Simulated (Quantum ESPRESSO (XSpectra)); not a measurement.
**Br K-edge X-ray absorption spectrum (XANES) of CsPbBr3 (Pm-3m)**

```cif
data_Br3CsPb
_chemical_formula_sum 'Cs1 Pb1 Br3'
_space_group_name_H-M_alt 'P 1'
_space_group_IT_number 1
_cell_length_a 5.94863
_cell_length_b 5.94863
_cell_length_c 5.94863
_cell_angle_alpha 90.000
_cell_angle_beta 90.000
_cell_angle_gamma 90.000
loop_
_space_group_symop_operation_xyz
  'x, y, z'
loop_
_atom_site_label
_atom_site_type_symbol
_atom_site_fract_x
_atom_site_fract_y
_atom_site_fract_z
_atom_site_occupancy
Cs1 Cs 0.00000 0.00000 0.00000 1
Pb1 Pb 0.50000 0.50000 0.50000 1
Br1 Br 0.50000 0.50000 0.00000 1
Br2 Br 0.00000 0.50000 0.50000 1
Br3 Br 0.50000 0.00000 0.50000 1
```

Geometry: Materials Project entry mp-600089 (a computed structure). The cell is the entry's, not relaxed again.

Absorber: atom 3, Br on Wyckoff site c (site symmetry 4/mm.m), with 2 Pb at 2.97 Å.

Simulated with Quantum ESPRESSO (XSpectra): LDA, full core hole, dipole K-edge X-ray absorption, plane waves, Troullier-Martins potentials made with ld1.x and PseudoDojo potentials for the other elements (Perdew-Zunger form enforced), scalar-relativistic, no spin, constant broadening.

10-atom cell (absorber images 8.4 Å apart), 45 Ry, k meshes 2×2×2 (SCF) and 3×3×3 (spectrum), Lorentzian half width 1.5 eV. The ground-state test found a gap, so occupations are fixed and the excited electron is left out (charged cell on a uniform background); energies count from the highest occupied level. Field directions run: x; z, weighted by the site's symmetry in the crystal. Intensities are scaled to a mean of 1 over 0–35 eV.

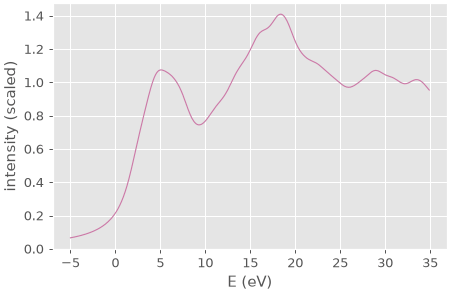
Figure. The computed spectrum

The absolute edge energy is not computed.
